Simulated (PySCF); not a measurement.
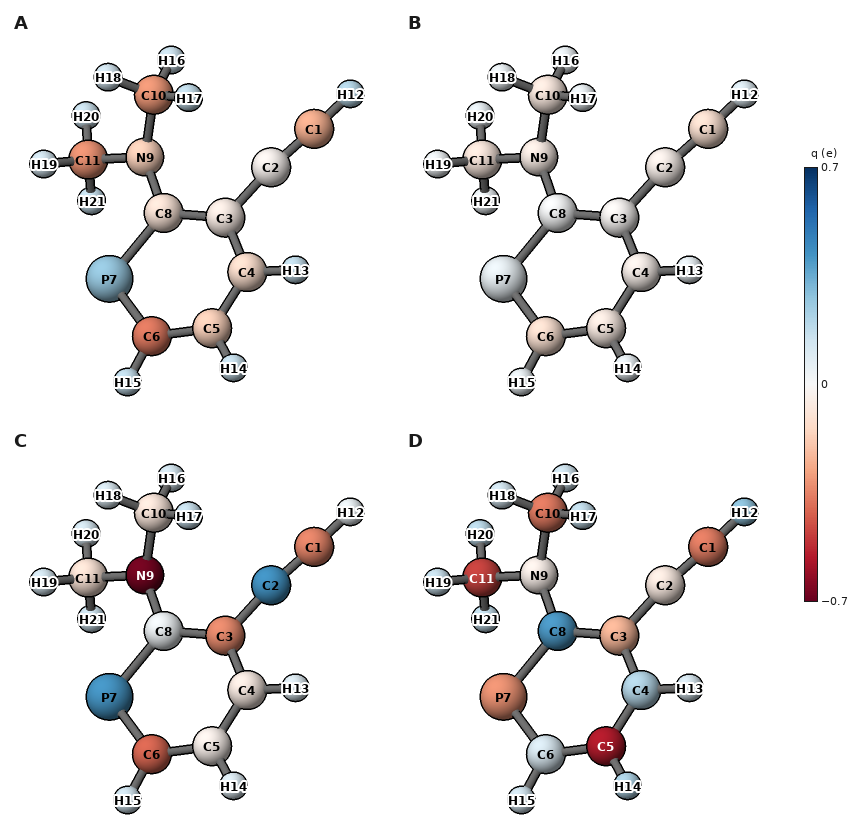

Atomic charges of one calculation by 4 schemes, on one colour scale. Computed geometry: GFN2-xTB optimisation. No frequency run is at hand to confirm it as a minimum. Computed with PBE0/pcSseg-1 (PySCF 2.14.0).

Question: The schemes are ESP-fitted, Hirshfeld, IAO, Mulliken. Which panel shows which?

Answer: A IAO, B Hirshfeld, C Mulliken, D ESP-fitted.

List the charges (e), one line for each set of equivalent atoms.

| atom | IAO | Hirshfeld | Mulliken | ESP-fitted |
| --- | --- | --- | --- | --- |
| C1 | −0.25 | −0.10 | −0.34 | −0.36 |
| C2 | −0.03 | −0.04 | 0.42 | −0.06 |
| C3 | −0.05 | −0.01 | −0.33 | −0.23 |
| C4 | −0.12 | −0.03 | −0.06 | 0.20 |
| C5 | −0.16 | −0.06 | −0.03 | −0.55 |
| C6 | −0.36 | −0.10 | −0.40 | 0.10 |
| P7 | 0.27 | 0.05 | 0.41 | −0.32 |
| C8 | −0.09 | 0.01 | 0.03 | 0.40 |
| N9 | −0.16 | −0.05 | −0.67 | −0.04 |
| C10 | −0.30 | −0.07 | −0.08 | −0.37 |
| C11 | −0.31 | −0.07 | −0.10 | −0.47 |
| H12 | 0.20 | 0.09 | 0.05 | 0.28 |
| H13 | 0.17 | 0.05 | 0.09 | 0.11 |
| H14 | 0.15 | 0.05 | 0.10 | 0.22 |
| H15 | 0.17 | 0.05 | 0.13 | 0.13 |
| H16 | 0.15 | 0.04 | 0.12 | 0.14 |
| H17 | 0.17 | 0.04 | 0.16 | 0.17 |
| H18 | 0.13 | 0.04 | 0.11 | 0.13 |
| H19 | 0.13 | 0.03 | 0.12 | 0.16 |
| H20 | 0.15 | 0.05 | 0.12 | 0.19 |
| H21 | 0.16 | 0.04 | 0.15 | 0.17 |

The geometry is semi-empirical. Around P such bond lengths and angles can be off by a tenth of an ångström or more and by several degrees, and values that hang on the shape move with them.
